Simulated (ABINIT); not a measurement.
## Quasiparticle gap of GaCuSe2 (I-42d) in ABINIT

Aim: the G0W0 gap of GaCuSe2 (I-42d) on PBE, step by step.

Program: ABINIT 10.8.3. Level of theory: PBE and many-body steps on it, plane waves. Results are calculated unless marked as measured.

**What was measured.**

- Gap 1.7 eV: thermal gap from Hall coefficient in intrinsic region, perpendicular to c; temperature-dependent Hall effect; bulk crystal (n-type Bridgman-grown single crystal) (“Growth and anisotropy of transport properties of CuGaSe2 single crystals”, 2018, pmc:6251020).

- Gap 1.72 eV: thermal gap from intrinsic conductivity perpendicular to c, 380-530 K; temperature-dependent electrical conductivity; bulk crystal (n-type Bridgman-grown single crystal) (“Growth and anisotropy of transport properties of CuGaSe2 single crystals”, 2018, pmc:6251020).

Most raw output is cut from this account.

In doubt: a PseudoDojo file used here is known to give poor structures and forces, which bears on pressures, cells, forces and phonons.

## Step 1: Starting point

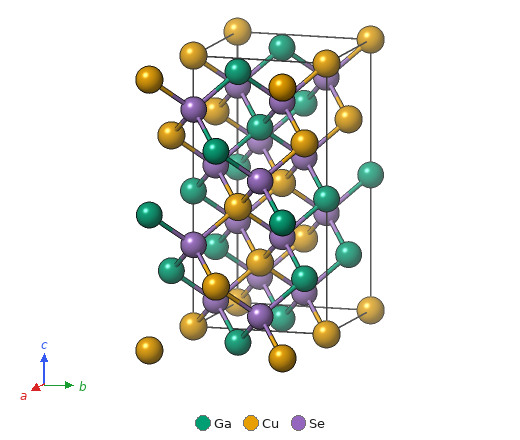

Start, viewed slightly off an axis; gallium teal, copper orange, selenium purple. 2×1×1 cells are drawn. This picture shows the conventional cell, with its axes. Bonds to atoms that aren't drawn are left out. Some periodic images of atoms are drawn too.

The cell and positions come from the Crystallography Open Database and are kept as given unless a step says otherwise.

## Step 2: Ground state

This step: ABINIT 10.8.3; DFT, PBE, plane waves, norm-conserving pseudopotentials.

The ground-state density comes first.

Input file run.abi:

```
acell 3*1.0 Angstrom
rprim 
  -2.809550000000 2.809550000000 5.513000000000
  2.809550000000 -2.809550000000 5.513000000000
  2.809550000000 2.809550000000 -5.513000000000
ntypat 3
znucl 31 29 34
natom 8
typat 1 1 2 2 3 3 3 3
xred 
  0.500000000000 0.500000000000 0.000000000000
  0.250000000000 0.750000000000 0.500000000000
  0.000000000000 0.000000000000 0.000000000000
  0.750000000000 0.250000000000 0.500000000000
  0.375000000000 0.375620000000 0.500620000000
  0.624380000000 0.125000000000 0.999380000000
  0.875000000000 0.874380000000 0.499380000000
  0.125620000000 0.625000000000 0.000620000000
pp_dirpath "pseudos"
pseudos "Ga.upf, Cu.upf, Se.upf"
ecut 50
ngkpt 4 4 4
nshiftk 1
shiftk 0 0 0
kptopt 1
chksymbreak 0
nband 96
occopt 1
tolvrs 1e-08
nstep 60
prtwf 0
optforces 0
optstress 0
indata_prefix "in"
outdata_prefix "out"
tmpdata_prefix "tmp"
```

The run is started by

```sh
$ OMP_NUM_THREADS=1 mpirun -n 13 abinit run.abi > log
```

The job ended after 6.4 min (13 MPI ranks of Arm Neoverse V1, shared host; peak memory 4 GiB).

This step gave:

```yaml
total_energy: -60856.4579 eV
gap: 0.2242 eV
k_of_the_valence_top: 0, 0, 0
k_of_the_conduction_bottom: 0, 0, 0
least_direct_gap: 0.2242 eV
```

The gap is direct, at Γ.

## Step 3: Bands along the symmetry lines

The cheap functional maps the bands first; the places of the edges decide which points the dearer methods must see.

Edit run.abi of step 2 so:

```diff
@@ -21,14 +21,45 @@
 ecut 50
-ngkpt 4 4 4
-nshiftk 1
-shiftk 0 0 0
-kptopt 1
-chksymbreak 0
-nband 96
-occopt 1
-tolvrs 1e-08
-nstep 60
+iscf -2
+irdden 1
+kptopt 0
+nkpt 31
+kpt 
+  0.00000000 0.00000000 0.00000000
+  0.00000000 0.00000000 0.16666667
+  0.00000000 0.00000000 0.33333333
+  0.00000000 0.00000000 0.50000000
+  0.08333333 0.08333333 0.41666667
+  0.16666667 0.16666667 0.33333333
+  0.25000000 0.25000000 0.25000000
+  0.16666667 0.33333333 0.16666667
+  0.08333333 0.41666667 0.08333333
+  0.00000000 0.50000000 0.00000000
+  0.00000000 0.33333333 0.00000000
+  0.00000000 0.16666667 0.00000000
+  0.00000000 0.00000000 0.00000000
+  0.16666667 0.16666667 -0.16666667
+  0.33333333 0.33333333 -0.33333333
+  0.50000000 0.50000000 -0.50000000
+  0.43830961 0.56169039 -0.43830961
+  0.37661922 0.62338078 -0.37661922
+  0.31492883 0.68507117 -0.31492883
+  -0.31492883 0.31492883 0.31492883
+  -0.20995255 0.20995255 0.20995255
+  -0.10497628 0.10497628 0.10497628
+  0.00000000 0.00000000 0.00000000
+  -0.00000000 0.00000000 0.50000000
+  -0.04328588 0.04328588 0.50000000
+  -0.08657177 0.08657177 0.50000000
+  -0.12985765 0.12985765 0.50000000
+  0.50000000 0.50000000 -0.12985765
+  0.50000000 0.50000000 -0.25323843
+  0.50000000 0.50000000 -0.37661922
+  0.50000000 0.50000000 -0.50000000
+istwfk *1
+nband 95
+nbdbuf 2
+tolwfr 1e-08
+nstep 40
 prtwf 0
-optforces 0
-optstress 0
+prtvol 0
 indata_prefix "in"
```

The run is started by

```sh
$ OMP_NUM_THREADS=1 mpirun -n 16 abinit run.abi > log
```

Elapsed: 4.2 min, on 16 MPI ranks; peak memory 3.4 GiB; 67 min of CPU time.

This step gave:

```yaml
gap: 0.2242 eV
k_of_the_valence_top: 0, 0, 0
k_of_the_conduction_bottom: 0, 0, 0
least_direct_gap: 0.2242 eV
```

The gap is 0.224 eV, as in the run before at this level.

The electronic bands at the labelled points (eV, zero at the top of the highest filled band):

```csv
point,band 85,band 86,band 87,band 88,band 89,band 90,band 91,band 92
Γ,-1.53,-0.13,-0.13,0.00,0.22,1.90,2.27,3.98
X,-0.82,-0.82,-0.50,-0.50,1.18,1.18,3.31,3.31
P,-0.85,-0.85,-0.68,-0.68,1.62,1.62,3.04,3.04
N,-1.34,-1.21,-1.09,-0.55,2.19,2.58,3.23,4.13
Γ,-1.53,-0.13,-0.13,0.00,0.22,1.90,2.27,3.98
M,-1.22,-1.22,-0.91,-0.91,1.87,1.87,1.96,1.96
S,-1.41,-1.19,-0.74,-0.56,1.97,2.41,2.51,3.45
jump to S0,-1.41,-1.19,-0.74,-0.56,1.97,2.41,2.51,3.45
Γ,-1.53,-0.13,-0.13,0.00,0.22,1.90,2.27,3.98
jump to X,-0.82,-0.82,-0.50,-0.50,1.18,1.18,3.31,3.31
R,-0.85,-0.85,-0.69,-0.69,1.46,1.46,3.83,3.83
jump to G,-0.85,-0.85,-0.69,-0.69,1.46,1.46,3.83,3.83
M,-1.22,-1.22,-0.91,-0.91,1.87,1.87,1.96,1.96
```

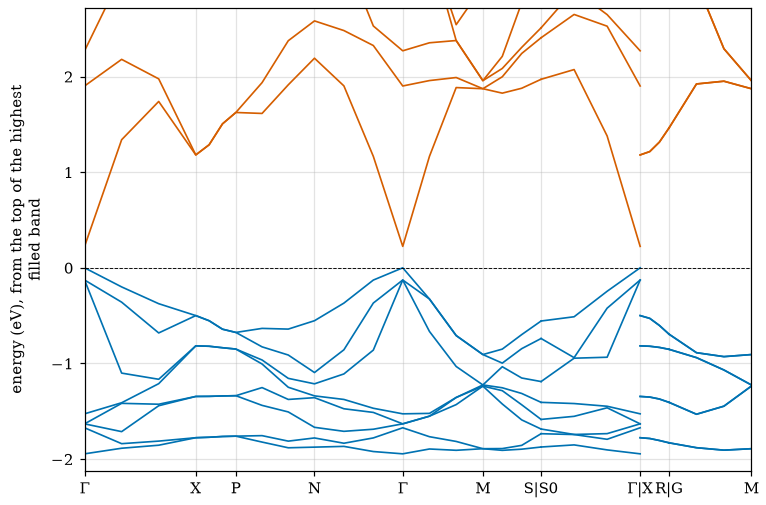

Electronic bands along the path; lines of filled and empty bands in two colours.

## Step 4: Empty states on the mesh, 2×2×2 mesh, 223 bands

The sums over transitions need many empty states on a uniform mesh; this step solves for them.

Input file run.abi:

```
acell 3*1.0 Angstrom
rprim 
  -2.809550000000 2.809550000000 5.513000000000
  2.809550000000 -2.809550000000 5.513000000000
  2.809550000000 2.809550000000 -5.513000000000
ntypat 3
znucl 31 29 34
natom 8
typat 1 1 2 2 3 3 3 3
xred 
  0.500000000000 0.500000000000 0.000000000000
  0.250000000000 0.750000000000 0.500000000000
  0.000000000000 0.000000000000 0.000000000000
  0.750000000000 0.250000000000 0.500000000000
  0.375000000000 0.375620000000 0.500620000000
  0.624380000000 0.125000000000 0.999380000000
  0.875000000000 0.874380000000 0.499380000000
  0.125620000000 0.625000000000 0.000620000000
pp_dirpath "pseudos"
pseudos "Ga.upf, Cu.upf, Se.upf"
ecut 50
ngkpt 2 2 2
nshiftk 1
shiftk 0 0 0
kptopt 1
chksymbreak 0
iscf -2
irdden 1
istwfk *1
nband 223
nbdbuf 20
tolwfr 1e-09
nstep 60
prtvol 0
indata_prefix "in"
outdata_prefix "out"
tmpdata_prefix "tmp"
```

The run is started by

```sh
$ OMP_NUM_THREADS=4 mpirun -n 4 abinit run.abi > log
```

Wall time 2.1 min (4 MPI ranks); peak memory 0.89 GiB; 20 min of CPU time.

This step gave:

- gap: 0.2242 eV
- k of the valence top: 0, 0, 0
- k of the conduction bottom: 0, 0, 0
- least direct gap: 0.2242 eV
- k points computed: 4
- lowest point of the top converged band, above the valence top: 37.71 eV

On this mesh the gap is 0.224 eV.

## Step 5: Screening, 2×2×2 mesh, 203 bands, screening to 106.1 eV

The RPA dielectric matrix is built and inverted for each q.

This step: RPA screening on PBE, plane waves, norm-conserving pseudopotentials.

Edit run.abi of step 4 so:

```diff
@@ -26,10 +26,11 @@
 chksymbreak 0
-iscf -2
-irdden 1
 istwfk *1
-nband 223
-nbdbuf 20
-tolwfr 1e-09
-nstep 60
-prtvol 0
+occopt 1
+irdwfk 1
+optdriver 3
+nband 203
+ecuteps 3.9
+inclvkb 2
+awtr 1
+symchi 1
 indata_prefix "in"
@@ -37 +38,2 @@
 tmpdata_prefix "tmp"
+gwmem 10
```

The run is started by

```sh
$ OMP_NUM_THREADS=2 mpirun -n 8 abinit run.abi > log
```

It took 39 min on 8 MPI ranks; peak memory 5.2 GiB.

This step gave:

```
ε∞ with local fields, on this mesh, along the program's q direction : 338.8
the same without local fields                                       : 373.8
plasma frequency                                                    : 37.34 eV
plane waves in the screening matrix                                 : 445
```

Local fields lower ε∞ by 9 %. The value itself is an artefact of the mesh, where one narrow direct gap carries too much weight.

## Step 6: Self-energy, 2×2×2 mesh, 203 bands, screening to 106.1 eV

The self-energy is evaluated for the states that the input lists, and the levels follow from it, in one-shot runs by the linearised quasiparticle equation.

This step: G0W0 on PBE, plane waves, norm-conserving pseudopotentials.

Edit run.abi of step 5 so:

```diff
@@ -29,8 +29,15 @@
 irdwfk 1
-optdriver 3
+optdriver 4
 nband 203
+gwcalctyp 0
+ecutsigx 50
+symsigma 1
+nkptgw 1
+kptgw 
+  0.0000000000 0.0000000000 0.0000000000
+bdgw 
+  86 90
 ecuteps 3.9
-inclvkb 2
-awtr 1
-symchi 1
+irdscr 1
+ppmodel 1
 indata_prefix "in"
@@ -38,2 +45,2 @@
 tmpdata_prefix "tmp"
-gwmem 10
+gwmem 00
```

The run is started by

```sh
$ OMP_NUM_THREADS=1 mpirun -n 16 abinit run.abi > log
```

The job ended after 58 s (16 MPI ranks; peak memory 19 GiB; 15 min of CPU time).

Numbers from this step:

```
G0W0 gap on the points computed              : 0.5990 eV
starting gap on the mesh                     : 0.2242 eV
k of the valence top                         : 0, 0, 0
k of the conduction bottom                   : 0, 0, 0
Z at the valence top                         : 0.757
Z at the conduction bottom                   : 0.813
least direct G0W0 gap on the computed points : 0.5990 eV
```

The gap on the mesh goes from 0.22 eV to 0.60 eV, a correction of +0.37 eV.

Limits: finite bands, cutoff and mesh; d shell near the gap, gap tends to lie low; no spin-orbit coupling; coarse k mesh. v1 is the top filled band, c1 the lowest empty one. The levels before and after the correction (eV, zero at the valence-band top of each column):

```
           conduction bottom  valence top
Kohn-Sham               0.22         0.00
     G0W0               0.60         0.00
```

|  | level | energy (eV) |
| --- | --- | --- |
| Kohn-Sham | Γ v3-v2 | -0.128 |
| Kohn-Sham | Γ v1 | 0.000 |
| Kohn-Sham | Γ c1 | 0.224 |
| Kohn-Sham | Γ c2 | 1.901 |
| G0W0 | Γ v3-v2 | -0.133 |
| G0W0 | Γ v1 | 0.000 |
| G0W0 | Γ c1 | 0.599 |
| G0W0 | Γ c2 | 1.922 |

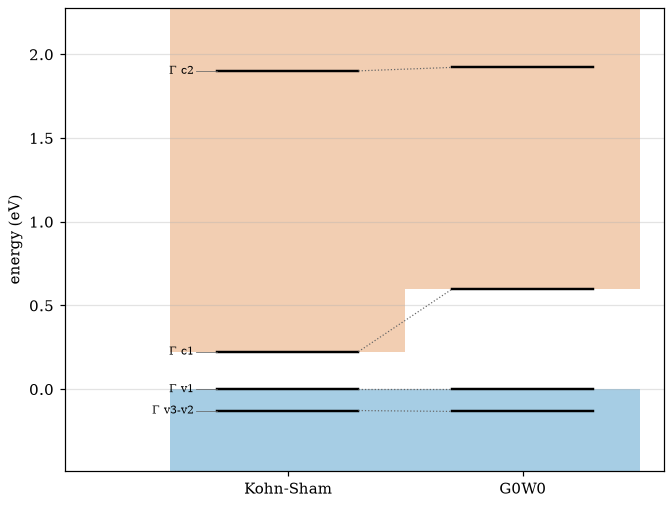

Levels before and after the correction. Shaded: valence and conduction bands.

## Step 7: Where the time went

Times are wall times on the hardware named with each run, good to a factor of about two.

| step | time | share | memory (GiB) |
| --- | --- | --- | --- |
| ground state | 6.4 min | 12 % | 4.0 |
| bands along the symmetry lines | 4.2 min | 8 % | 3.4 |
| empty states on the mesh | 2.1 min | 4 % | 0.89 |
| screening | 39 min | 74 % | 5.2 |
| self-energy | 58 s | 2 % | 19 |

## Step 8: Outcome

* PBE gap: 0.22 eV, direct
* G0W0 gap on the mesh: 0.60 eV
* GW settings: 2×2×2 mesh, 203 bands, screening to 106.1 eV, Godby-Needs plasmon pole
* known limits: not at the basis limit; screening runs away on this mesh; d shell near the gap, gap tends to lie low; no spin-orbit coupling; coarse k mesh

**Reading.** G0W0 moves the gap on the mesh from 0.22 eV to 0.60 eV (+0.37 eV), with Z of 0.76 and 0.81 at the edges. Local fields lower the RPA ε∞ on this mesh from 373.77 to 338.84; a Γ-centred mesh this coarse tends to raise both, most where the direct gap is narrow, while a short band sum lowers them. Only 1 of the mesh's irreducible points was corrected, so a valley elsewhere could overtake. The dearest step here is «screening». Against experiment, by G0W0@PBE: the gap of 0.60 eV lies −1.10 eV from the measured 1.7 eV (transport, 2018); the gap of 0.60 eV lies −1.12 eV from the measured 1.72 eV (transport, 2018). The calculation has static nuclei and no excitons; a measured gap holds zero-point and thermal motion, which mostly lowers it. Bands and cutoff are finite, so the gap is not at the basis limit. The miss can reach some tenths of an eV and take either sign; the mesh is an error of its own. In the G0W0 run levels were corrected at 1 k point alone, so a gap called «on the mesh» is the least over those, and an edge elsewhere would be missed. The 2×2×2 mesh is coarse for this cell, which bears on the long-range parts of exchange and screening. On this mesh the RPA ε∞ passes 90, more than nearly any semiconductor shows; a coarse mesh does this where one point with a narrow direct gap carries much weight. The screening is then too strong, and the G0W0 gap should not be taken as the material's. A d shell, filled or nearly so, lies near the gap. One-shot GW converges very slowly in bands there, not always from below, and on a semilocal start the gap tends to come out low; starts rich in exact exchange can overshoot instead. The many-body steps are scalar-relativistic: spin-orbit coupling is not in them.

[Paths, hosts, dates, memory and timing lines, banners, echoed tables and standing remarks are left out of the program output.]

[Logs are printed without paths, hosts, clocks, repeated set-up lines and the standing remarks that a program may print on its own settings, such as how far it seeks lower states.]

[Runs of the session that timed out or met a known fault of the program may be left out.]

[Hosts, paths, dates, database ids (printed as entryN), source tags and the programs' standing remarks are cut or masked in the printed files.]

[G0W0 gaps are taken among the corrected bands and points alone; a level outside them can change the order at an edge.]

[Where Ansatz stands beside ABINIT at settings called matched, ABINIT's density can come from a denser mesh and the files from another edition; pairs whose starting gaps differed by over 0.03 eV were left out, so agreement reads better than it is.]
